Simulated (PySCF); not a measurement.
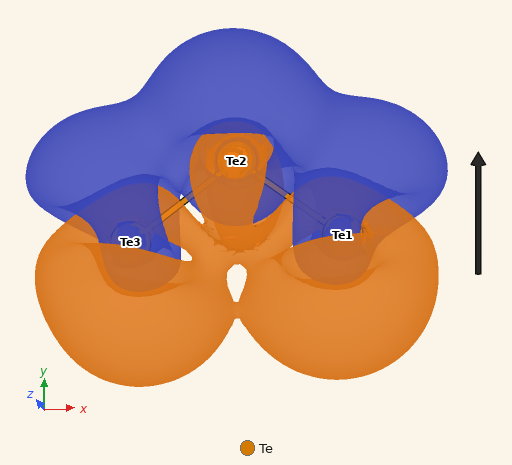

Figure. [Te3]2- (Te3, charge −2). Change of the electron density in a uniform field of 0.10 V/Å along +y (arrow), surfaces at ±0.0003 e/Å³ (orange: gain, blue: loss).

Computed with PySCF, PBE0/def2-SVPD, geometry: GFN2-xTB. Core potentials replace the inner electrons of Te; spin–orbit coupling isn't included. No frequency check shows the geometry to be a minimum. For an anion such functionals hold the outermost electrons too loosely, so the response is rough. GFN2-xTB bond lengths at metals and heavier atoms can be off by up to 0.1 Å and shapes distorted, which carries into these values.

What dipole is induced, and what polarisability does it imply?

Answer. The induced dipole is 1.06 D (along the field); α along this axis, from the fields in both directions, is 208 bohr³ (30.8 Å³).

Which atoms gain and lose the most charge?

Answer. Electrons gather most on Te1 and Te3 alike (Hirshfeld charge changes by −0.014 e) and leave Te2 most (+0.028 e); 0.067 electrons are displaced in all.

Run time: 13 s on 1 thread of Intel(R) Xeon(R) 6975P-C (Granite Rapids), with other jobs on the host, peak memory 0.52 GiB.
